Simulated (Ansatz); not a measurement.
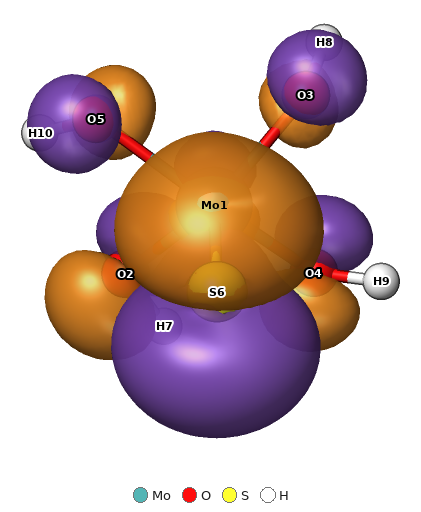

H$_{4}$MoO$_{4}$S (SMILES [OH][Mo]([OH])([OH])([OH])=[S]). The HOMO at ±0.08 Å⁻³ᐟ² (orange and purple are the two phases), seen at a tilt.

Geometry: PBE0-D4/def2-SVP; core potentials replace the inner electrons of Mo.

Level of theory: isolated molecule in a Gaussian basis; Kohn-Sham density functional theory, functional PBE0 in Ansatz.

```xyz
10

Mo    0.0830    0.2294    0.1107
O    -0.6894   -0.3081   -1.5571
O     1.2397   -0.2276    1.5011
O    -1.1777   -1.0950    0.6746
O     1.4876    0.6083   -1.0707
S    -0.7543    2.0558    0.7155
H    -1.5132   -0.7945   -1.4130
H     1.7535   -1.0442    1.5422
H    -1.4167   -1.0166    1.6087
H     1.3864    0.3638   -2.0005
```

Question: Describe this orbital and give its energy.

Answer: It lies mainly on S6 (about 60 %), Mo1 (about 10 %) and O2 (about 10 %). Its energy is −7.94 eV.
